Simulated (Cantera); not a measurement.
A closed system holds: 1 mol Al, 5.6 mol HBr, equilibrated at 0.470 bar.

Cantera equilibrium calculation (NASA polynomials, part measured and part estimated; ideal gas, pure solids and liquids). Candidate condensed phases: Al, AlBr₃, Br₂; 11 gas species. Rates play no part.

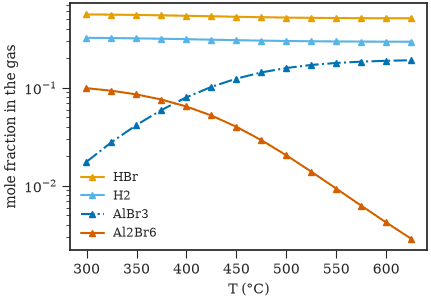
Equilibrium gas composition (values under 1e-9 drawn at 1e-9)

From 300 °C to 625 °C nothing is condensed. The main Al-bearing gas is Al₂Br₆ at 300 °C and AlBr₃ at 625 °C.
